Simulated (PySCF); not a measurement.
Vertical excitations of a molecule C5H7F from TDDFT-LC-ωPBE/def2-SVPD in PySCF 2.14.0, as energy in eV (oscillator strength): 7.16 (0.408), 7.77 (0.026), 7.77 (0.001), 8.54 (0.023), 8.61 (0.003), 8.81 (0.010), 8.97 (0.001), 9.21 (0.034), 9.42 (0.000), 9.67 (0.044). Lowest triplet (TDA): 4.09 eV. Geometry optimised at B3LYP-D3(BJ)/def2-SVP. One conformer was computed; it need not be the lowest.

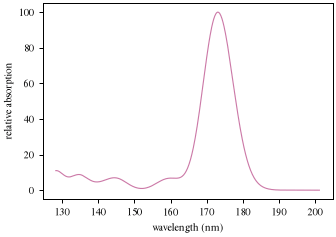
Figure: The lines broadened by 0.4 eV.

Which structure fits?
A. CC(C)=C=CF
B. FC1=CCCC1
C. C=C(F)/C=C/C
D. C=C1CC(F)C1

D, C=C1CC(F)C1
